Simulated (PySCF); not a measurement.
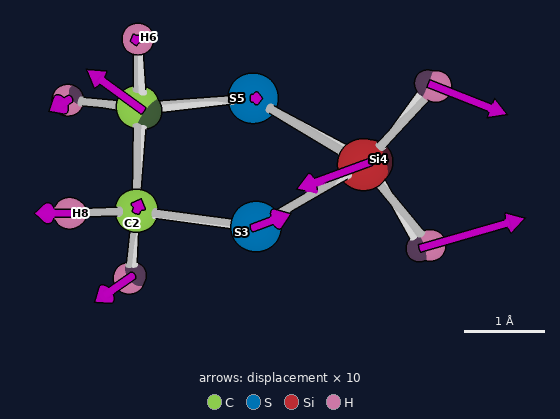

A relaxation of C2H6S2Si. The starting structure is drawn faded, the final one solid; purple arrows show the displacements, 10 times their true length. The two geometries are superimposed by the best rigid fit.

The picture is a ball-and-stick view, seen at a tilt.

The start comes from GFN2-xTB. Its atoms were then displaced at random by about 0.03 Å.

Level of theory: PBE0-D3(BJ)/def2-SVP geometry optimisation, gas phase (PySCF). 

> What happened in the run?

Over 4 geometry steps the energy falls by 0.790 eV. The atom that moves furthest after the best rigid fit is an H atom (0.14 Å). By element the largest moves are H 0.14 Å, Si 0.11 Å, C 0.09 Å, S 0.06 Å. Near-neighbour distances that change, for instance: S–Si 2.270 → 2.151 Å, H–Si 1.397 → 1.492 Å, C–H 1.022 → 1.101 Å, C–S 1.785 → 1.833 Å. Among the angles between lasting bonds that change: H–Si–H 123.3° → 108.0°, S–Si–H 107.1° → 115.3°, H–C–H 100.9° → 108.5°. The run took 20 s on 1 thread of Arm Neoverse V2 (shared host).
